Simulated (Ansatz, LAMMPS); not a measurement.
**What do other settings change for amorphous Hg22Cd11S33 (66 atoms)?**

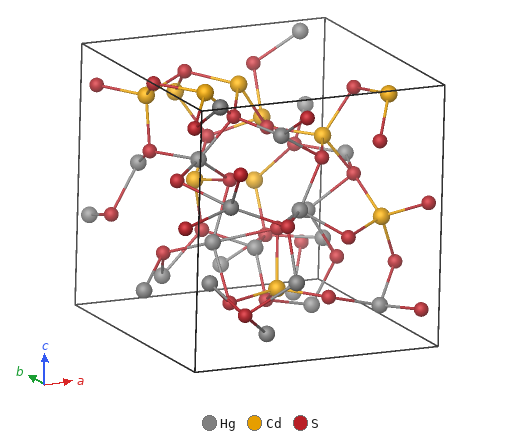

The cell (mercury grey, cadmium orange, sulfur red). Some periodic images of atoms are drawn too.

Density of this cell: 6.28 g/cm³. The cell holds 66 atoms: 22 Hg, 11 Cd and 33 S. Its edges and angles: a = 12.107 Å, b = 12.107 Å, c = 12.107 Å, α = 90.0°, β = 90.0°, γ = 90.0°. 66 atoms (22 Hg, 11 Cd, 33 S) placed at random at 6.28 g/cm³, melted at 2500 K for 10 ps at fixed volume with the Stillinger-Weber II-VI potential (Zhou et al., Phys. Rev. B 88, 085309 (2013)). Quenched from 2500 K to 300 K at 5 K/ps and fixed volume, annealed at 1000 K for 50 ps, held 5 ps.

Geometry: as built.

Reference run: Kohn-Sham DFT, PBE, PAW (set soft_2), plane waves (Ansatz 0.2.0), cutoff 750 eV, Γ point, gaussian smearing of 0.05 eV.

- r.m.s. force component: 0.5216 eV/Å
- spacing of highest filled and lowest empty level: 0.0681 eV
- SCF cycles: 14
- time: 83 s on 4 threads of Arm Neoverse V1, shared host

Q: Estimate how much each variant changes the results, and its time and memory.
- support functions medium
- support functions low
- support functions high
- support functions medium, radius 4.33 Å
- support functions medium, radius 4.69 Å
- support functions medium, radius 5.0 Å
- support functions medium, radius 5.35 Å
- support functions medium, radius 6.02 Å
- support functions medium, radius 6.69 Å

Each row is set against the run with plane waves at 750 eV (Kohn-Sham DFT, PBE, PAW (set soft_2), plane waves; r.m.s. force component 0.522 eV/Å). Energies are set beside the reference only for runs with its functional, potentials and electron count. Times are for 4 threads of Arm Neoverse V1, shared host.

```
                                    run  Δ force, r.m.s. (meV/Å)  share of r.m.s. force (%)  Δ energy (meV/atom)  cycles     time  host memory (GiB)
                              reference                        -                          -                    -      14     83 s                5.6
               support functions medium                    0.462                     0.0885               -0.179      14  1.8 min                3.4
                  support functions low                    0.584                      0.112               -0.177      12  1.8 min                3.4
                 support functions high                    0.034                     0.0065              -0.0449      18   10 min                7.2
support functions medium, radius 4.33 Å                     0.51                     0.0978               -0.172      14  1.8 min                3.2
support functions medium, radius 4.69 Å                    0.377                     0.0723               -0.189      14  2.3 min                3.7
 support functions medium, radius 5.0 Å                    0.341                     0.0654               -0.195      14  2.9 min                4.1
support functions medium, radius 5.35 Å                    0.334                      0.064               -0.197      14  3.6 min                4.6
support functions medium, radius 6.02 Å                    0.308                     0.0591               -0.200      15  6.5 min                5.8
support functions medium, radius 6.69 Å                    0.314                     0.0602               -0.201      14   11 min                7.3
```

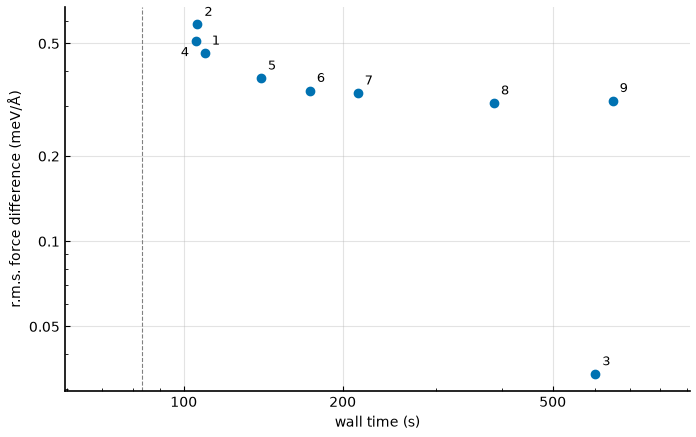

Force difference from the reference against wall time; the dashed line marks the reference's time. Points: 1 support functions medium; 2 support functions low; 3 support functions high; 4 support functions medium, radius 4.33 Å; 5 support functions medium, radius 4.69 Å; 6 support functions medium, radius 5.0 Å; 7 support functions medium, radius 5.35 Å; 8 support functions medium, radius 6.02 Å; 9 support functions medium, radius 6.69 Å.

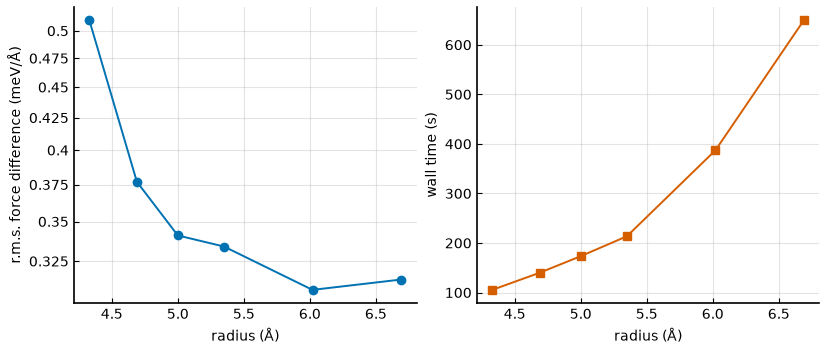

Force difference and time against the radius.

Among numerical settings the force difference runs from 0.034 meV/Å (support functions high) to 0.58 meV/Å (support functions low). At 66 atoms the fastest of the runs at a preset level, support functions low, takes 1.3 times the time of plane waves, in 12 SCF cycles against 14. Differences between support functions and plane waves include what basis error the plane-wave run still has. As the radius goes from 4.33 to 6.69 Å, the force difference goes from 0.51 to 0.31 meV/Å, and the time from 1.8 min to 11 min. 

[Logs are printed without paths, hosts, clocks, repeated set-up lines and the standing remarks that a program may print on its own settings, such as how far it seeks lower states.]

[Hosts, paths, dates, database ids (printed as entryN), source tags and the programs' standing remarks are cut or masked in the printed files.]
